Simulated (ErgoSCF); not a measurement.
# InSiH5 (SMILES [SiH3][InH2]) at HSE(Ergo)/3-21G

Aim: the energy change on altering one bond length of InSiH5 at HSE(Ergo)/3-21G, from 2 runs. 

The calculation is run with ErgoSCF 3.8.

4 further runs of the same task are left out: 1 that didn't finish, 3 set aside as unsound or not needed.

### 1 The system as given

The species is InSiH5 (7 atoms), meant as a singlet with charge 0. SMILES: `[SiH3][InH2]`. Geometry: relaxed at PBE0-D4/def2-TZVP.

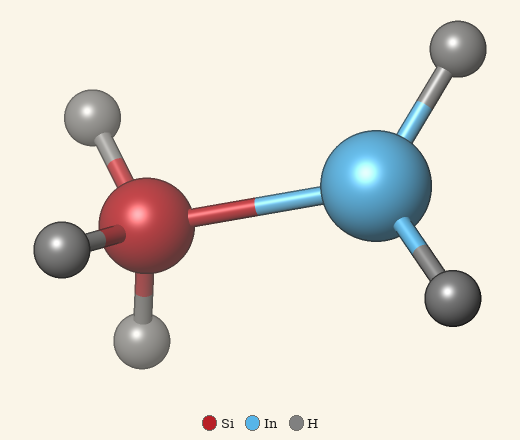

The structure, seen from a chosen angle (silicon red, indium blue, hydrogen grey).

### 2 The energy at HSE(Ergo)/3-21G

mol.xyz

```xyz
7
H5InSi
Si    -0.667100    -0.641500    -0.642100
In     0.830800     0.837600     0.840500
H     -2.119900    -0.371100    -0.463600
H     -0.432000    -2.083300    -0.345900
H     -0.338000    -0.425500    -2.080000
H      0.179100     2.062100     1.872000
H      2.547100     0.621800     0.819100
```

job.ego

```
set_nthreads("env")
molecule "mol.xyz"
scf.max_number_of_iterations = 100
basis = "3-21G"
tmpdir = "."
scf.output_mulliken_pop = 1
spin_polarization = 0
XC.type = "Turbo"
run "HSE"
```

The basis set 3-21G is read from a file made from the Basis Set Exchange's data (not shown).

The run is started by

```
ergo job.ego
```

Output:

```text
[...]
INSC SCF_general constructor, number of basis functions: 54
[...]
INSC Energy   1 =      -4695.11729775936
[...]
INDE PURIFICATION CONVERGED after 39 iterations
[...]
INDE PURIFICATION CONVERGED after 35 iterations
[...]
INDE PURIFICATION CONVERGED after 33 iterations
[...]
INDE PURIFICATION CONVERGED after 33 iterations
[...]
INDE E(LUMO) - E(HOMO) <=          0.17695882143 =          4.81529486260 eV
[...]
INSC Energy  16 =      -6008.24269974264  ( diff      0.000000000008185 )
[...]
RESC CONVERGED after  16 iterations.
RESC FINAL ENERGY:      -6008.24269974264
[...]
INSC SCF: dipole_moment_x [atomic units] =       0.09471138
INSC SCF: dipole_moment_y [atomic units] =       0.10246972
INSC SCF: dipole_moment_z [atomic units] =       0.10299879
[...]
```

It took 20 s on 1 thread of Arm Neoverse N1, shared host; peak memory 0.26 GiB.

### 3 The distorted shape at the same level

input.xyz

```xyz
7

Si    -0.752872    -0.630715    -0.641031
In     0.745028     0.848385     0.841569
H     -2.205672    -0.360315    -0.462531
H     -0.517772    -2.072515    -0.344831
H     -0.423772    -0.414715    -2.078931
H      0.093328     2.072885     1.873069
H      2.547100     0.621800     0.819100
```

job.ego

```
set_nthreads("env")
molecule "input.xyz"
scf.output_mulliken_pop = 1
basis = "3-21G"
scf.max_number_of_iterations = 100
charge = 0
tmpdir = "."
spin_polarization = 0
XC.type = "Turbo"
run "HSE"
```

The basis set 3-21G is read from a file made from the Basis Set Exchange's data (not shown).

The run is started by

```
ergo < job.ego
```

Output:

```text
[...]
INSC SCF_general constructor, number of basis functions: 54
[...]
INSC Energy   1 =      -4694.77403525232
[...]
INDE PURIFICATION CONVERGED after 47 iterations
[...]
INDE PURIFICATION CONVERGED after 34 iterations
[...]
INDE PURIFICATION CONVERGED after 33 iterations
[...]
INDE PURIFICATION CONVERGED after 33 iterations
[...]
INDE E(LUMO) - E(HOMO) <=          0.20493799252 =          5.57664689771 eV
[...]
INSC Energy  16 =      -6008.24275636206  ( diff      0.000000000000000 )
[...]
RESC CONVERGED after  16 iterations.
RESC FINAL ENERGY:      -6008.24275636206
[...]
INSC SCF: dipole_moment_x [atomic units] =       0.01412751
INSC SCF: dipole_moment_y [atomic units] =       0.10546942
INSC SCF: dipole_moment_z [atomic units] =       0.09763306
[...]
```

Run time: 20 s. Hardware: 1 thread of Arm Neoverse N1, shared host; peak memory 0.26 GiB.

### 4 Outcome

At HSE(Ergo)/3-21G:

```
                                                          quantity           value
                                         first shape: total energy  -6008.24270 Eh
                                        first shape: dipole moment          0.44 D
                                     distorted shape: total energy  -6008.24276 Eh
                                    distorted shape: dipole moment          0.37 D
energy change with the In2–H7 bond stretched from 1.730 to 1.816 Å       -0.002 eV
```

**Reading.** With the In2–H7 bond stretched from 1.730 to 1.816 Å the energy falls by 0.00 eV (0.0 kcal/mol). The first shape isn't relaxed at this level, so the change isn't measured from a minimum. Relativity is left out (first shape) although the molecule holds a heavy atom. Relativity is left out (distorted shape) although the molecule holds a heavy atom.
